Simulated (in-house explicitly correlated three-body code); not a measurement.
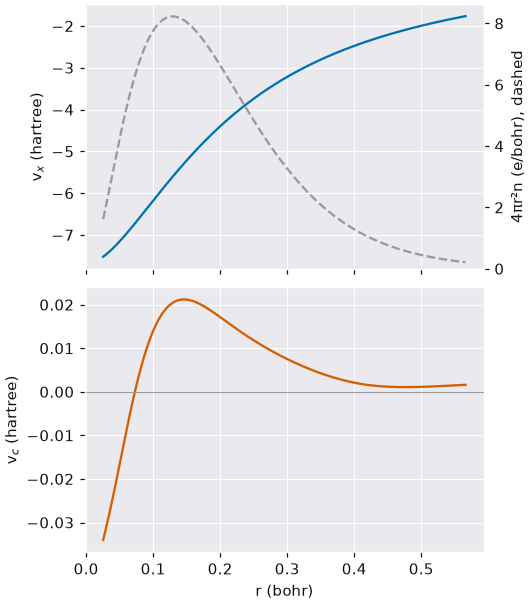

Two electrons around a point charge Z = 8 (O⁶⁺). Computed variationally in 260 exponentially correlated functions with an in-house code, non-relativistic, converged to about 10⁻⁸ of the energy. The plot shows the exact exchange and correlation potentials of the ground state, from inverting its density, with the radial density dashed.

> Describe the exact correlation potential.

The exchange potential, minus half the Hartree potential for two paired electrons, rises from −7.52 hartree at 0.025 bohr to −1.76 at 0.57 bohr, tending to −1/r far out. The correlation potential is −0.034 hartree at the inner end, crosses zero near 0.072 bohr and has a positive maximum of 0.021 hartree near 0.15 bohr; the density peaks at 0.13 bohr. The LDA correlation potential, by contrast, is negative everywhere. The Kohn-Sham level equals minus the binding of the second electron, −739.0 eV.
